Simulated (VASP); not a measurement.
Band structure of Si (relaxed from the layer:black-P structure). Level of theory: r2SCAN meta-GGA, VASP's PBE PAW potentials (set 64) (plane waves; VASP).

The cell holds a wide vacuum, so values per volume refer to the whole cell.

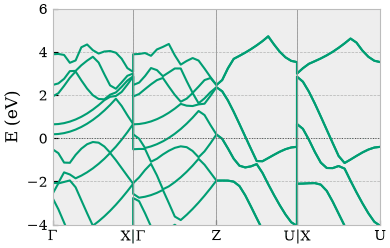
Bands along high-symmetry lines, zero at the valence-band maximum or, without a gap, the Fermi level

Question: Read the plot: is there a gap, and where are the band edges?

Answer: It has no gap at this level: it comes out as a metal or semimetal.

The cell is a sheet with vacuum, built from a generated structure.
